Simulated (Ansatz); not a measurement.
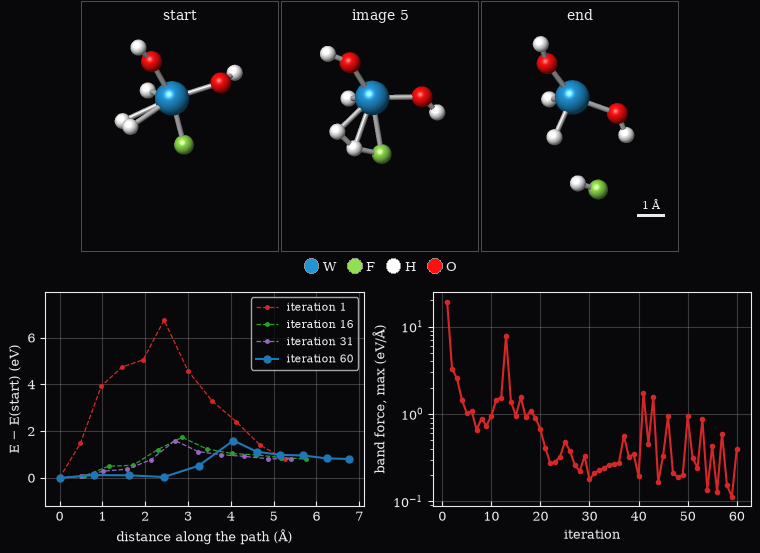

A search for the minimum-energy path of WH5O2F by the nudged elastic band. Images are numbered from 0 (start) to 10 (end). The plot follows the band through its iterations. Style: ball-and-stick. Shown at a tilt.

Computed with Ansatz, RHF/def2-SVP. Set-up: 9 movable images; climbing image; force threshold 0.03 eV/Å; iteration limit 60; starting path through a guess of the saddle point.

**Did the band converge, and can the barrier be trusted?**

The result isn't final. The band hadn't converged when the run stopped after 60 iterations. The largest component of the band force went from 19 to 0.39 eV/Å. The barrier read from it is provisional, though the highest image hardly moved in the last two iterations. The first iteration put the highest image at 6.75 eV. The energy climbs by 1.60 eV to image 5 and then falls by 0.79 eV, so the end point sits at +0.81 eV. The profile has 2 maxima (images 1, 5) with a dip at image 3 (+0.04 eV), which on an unconverged band is provisional.

Limits of the set-up: Hartree-Fock leaves out electron correlation.

The run took 16 min on 1 thread of Arm Neoverse V2 (shared host), peak memory 0.22 GiB.
